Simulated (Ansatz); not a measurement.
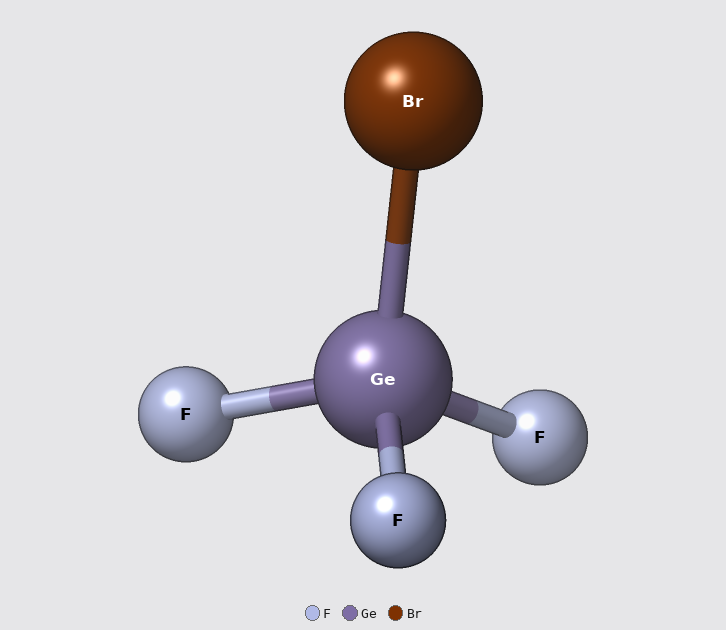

The geometry was computed by an optimisation with PBE0-D4/def2-TZVP. Program: Ansatz 0.2.0.

At this fixed geometry, give dipole (D) at these levels: B3LYP-D4/def2-TZVPP; PBE-D4/def2-TZVPP; PBE0-D4/def2-TZVP; r2SCAN-D4/def2-TZVPP; ωB97M-V/def2-TZVPP.

| level | dipole (D) |
| --- | --- |
| B3LYP-D4/def2-TZVPP | 1.71 |
| PBE-D4/def2-TZVPP | 1.57 |
| PBE0-D4/def2-TZVP | 1.68 |
| r2SCAN-D4/def2-TZVPP | 1.59 |
| ωB97M-V/def2-TZVPP | 1.66 |
